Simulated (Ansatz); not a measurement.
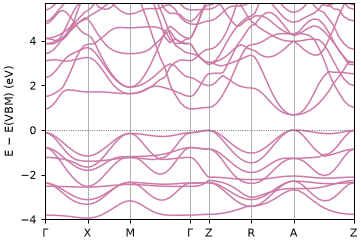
Band structure from the program Ansatz at the r²SCAN level (PAW)

Read off the gap and where the band edges lie.

About 0.7 eV (0.67 eV by a search for the band edges); maximum at A, minimum at A.

Pick the material that matches.
A) GaN, P4_2/mnm (Ga on 4g, N on 4f)
B) Ba3ZnN2O, P4/mmm (Pearson symbol tP7)
C) BaCuTeF, P4/nmm (Ba on 2c, Cu on 2a, Te on 2c, F on 2b)
D) TePb2S, P4/mmm (Te on 1c, Pb on 1a, Pb on 1d, S on 1b)

B, Ba3ZnN2O, P4/mmm (Pearson symbol tP7)

The workflow started from a Materials Project entry (that database holds measured and hypothetical structures alike); the Crystallography Open Database copy checked does not list it. Its standing as an ambient phase is unchecked. Symmetry was held in the r²SCAN relaxation; its stability against distortions is not shown here. Spin–orbit coupling is left out wherever it is not named.

Potentials: the later of the program's two PAW sets.
